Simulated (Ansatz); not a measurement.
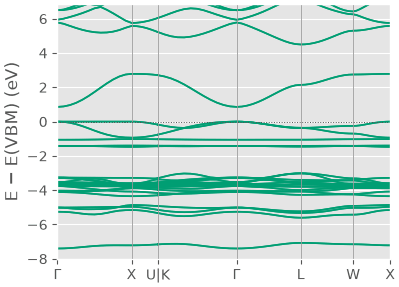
Figure. Band structure from r²SCAN with spin–orbit coupling (plane waves, PAW; program Ansatz)

Task: Read off the gap and where the band edges lie.

Result: About 0.9 eV (0.86 eV by a search for the band edges); maximum at X, minimum at Γ.

The material is Rb₂TlAgF₆ in space group Fm-3m (No. 225; Rb on 8c, Tl on 4a, Ag on 4b, F on 24e).

The workflow started from a Materials Project entry (that database holds measured and hypothetical structures alike); the Crystallography Open Database copy checked does not list it. Whether it is the stable phase at ambient conditions was not checked. The cell was relaxed with r²SCAN under the symmetry of its start; whether a distortion lowers the energy is not shown. No spin polarisation was allowed.

Potentials: the later of the program's two PAW sets.
